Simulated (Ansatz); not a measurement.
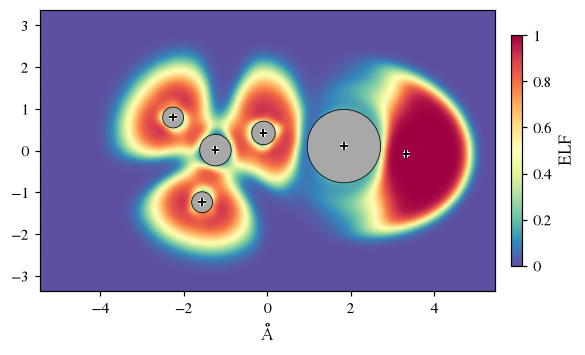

The electron localisation function on a plane through atoms (crosses mark nuclei in the plane; grey discs cover the cores).

All numbers below come from isolated molecule in a Gaussian basis; Kohn-Sham density functional theory, functional PBE0 in Ansatz 0.2.0.

Candidates:
A. CHF2OZn (SMILES F[C+](F)[O][ZnH]) (charge +1)
B. BClH2Sn (SMILES Cl[BH][SnH])
C. AlB2FH2 (SMILES B=[B][AlH][F]) (triplet)

Question: Which candidate gave the map?

Answer: Candidate A: CHF2OZn on the molecular plane, which holds C, F, O, Zn and H. C–O (1.22 Å): the ELF peaks at about 0.85 between the atoms; a short, multiple covalent bond. C–F (1.28 Å): the ELF peaks at about 0.85 between the atoms; a shared but strongly polarised pair.
